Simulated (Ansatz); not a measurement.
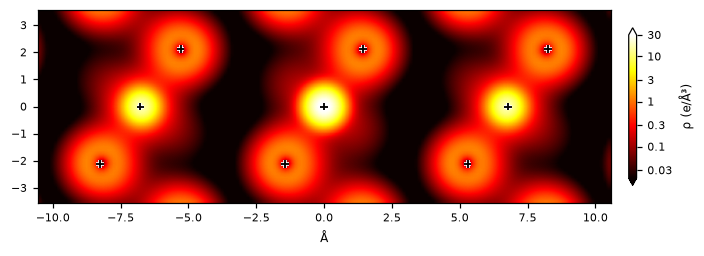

The valence charge density (pseudo) on a plane through atoms (crosses mark nuclei in the plane).

Theory: Ansatz, DFT PBE, scalar-relativistic, plane waves, PAW.

Candidates:
A. CuNi5, a = 2.49 Å, b = 2.49 Å, c = 12.34 Å, α = 90.00°, β = 90.00°, γ = 120.00°. Space group P-6m2; a structure generated by program, which may or may not match a known phase; spin-polarised.
B. ZnCd2Se3, a = 4.26 Å, b = 4.26 Å, c = 21.09 Å, α = 90.00°, β = 90.00°, γ = 120.00°. Space group P3m1; a structure generated by program, which may or may not match a known phase.
C. HfSn2S6, a = 3.68 Å, b = 3.68 Å, c = 20.42 Å, α = 90.00°, β = 90.00°, γ = 120.00°. Space group P-3m1; a structure generated by program, which may or may not match a known phase.

Q: Which system is this?

A: Candidate C: HfSn2S6 on the (110) plane of the conventional cell, which holds Hf, Sn and S. Hf–S (2.56 Å): ρ at the midpoint is about 0.45 e/Å³. Sn–S (2.59 Å): the density is about 0.43 e/Å³ at the midpoint.
